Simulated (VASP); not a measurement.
Band structure of Sc (relaxed from the simple-cubic structure, space group Pm-3m). All values below come from PBEsol GGA, VASP's PBE PAW potentials (set 64) (plane waves; VASP 6.6.1).

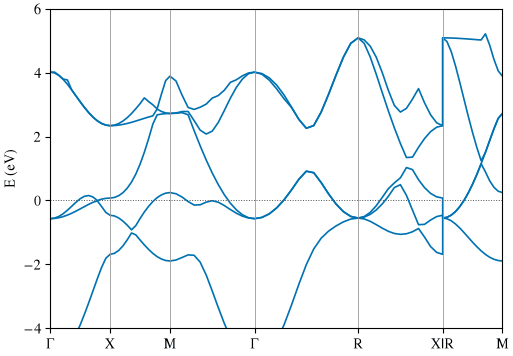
Figure: Bands along high-symmetry lines, zero at the valence-band maximum or, without a gap, the Fermi level

### Question
Read the plot: is there a gap, and where are the band edges?

### Answer
It has no gap at this level: it comes out as a metal or semimetal. (Edges off the drawn lines would not show.)

The structure was generated: Sc was put into the simple-cubic type (Pm-3m), which need not be its known phase. It was relaxed first, which changed the volume by -12 %.
